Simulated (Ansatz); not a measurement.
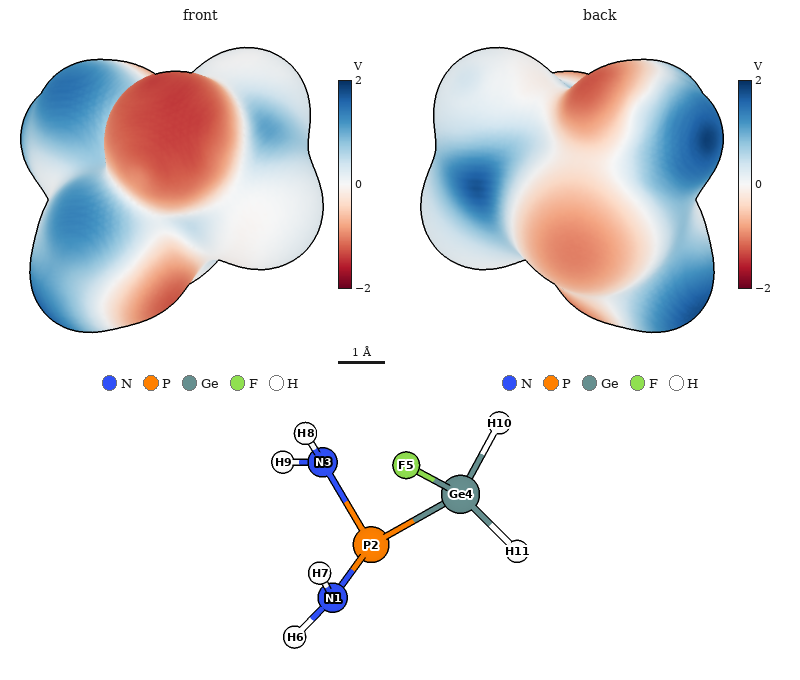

*FGeH6N2P. The electrostatic potential painted on the density surface at 0.002 e/bohr³, seen from the front and from behind; the colour scale runs from red (negative) to blue (positive). The bare structure is drawn below in the same view.*

Theory: Ansatz, RKS PBE0-D4/def2-SVP.

The calculation's input:

```
crystal:
  periodic: [false, false, false]
  atoms:
    - { symbol: "N", position_ang: [-1.3632, 0.7082, 0.561] }
    - { symbol: P, position_ang: [0.3808, 0.7351, 0.538] }
    - { symbol: "N", position_ang: [0.472, -0.8504, 1.3521] }
    - { symbol: Ge, position_ang: [0.5979, -0.1521, -1.5619] }
    - { symbol: F, position_ang: [-0.5669, -1.539, -1.7022] }
    - { symbol: H, position_ang: [-1.7066, 0.9975, 1.5235] }
    - { symbol: H, position_ang: [-1.6835, 1.5591, -0.0434] }
    - { symbol: H, position_ang: [1.5469, -1.1217, 1.3178] }
    - { symbol: H, position_ang: [0.2887, -0.669, 2.4156] }
    - { symbol: H, position_ang: [1.9788, -0.6349, -1.7954] }
    - { symbol: H, position_ang: [0.1204, 0.9102, -2.5845] }
basis:
  gaussian: { orbitals: def2-SVP }
hamiltonian:
  xc: pbe0
  dispersion: d4
relax:
  f_tol: 0.02
  max_steps: 50
output:
  orbitals: {}
```

Launched as:

```sh
ansatz run input.yaml --threads 2 --pin off --max-ram 3072MiB --backend cpu --events-out ev --progress --plain --runs-dir out
```

The fields are those of the relaxed geometry.

Describe the electrostatic potential map.

Answer. The most negative region (about −1.4 V) lies over F5, the most positive (about +1.7 V) over Ge4, H6 and H9.
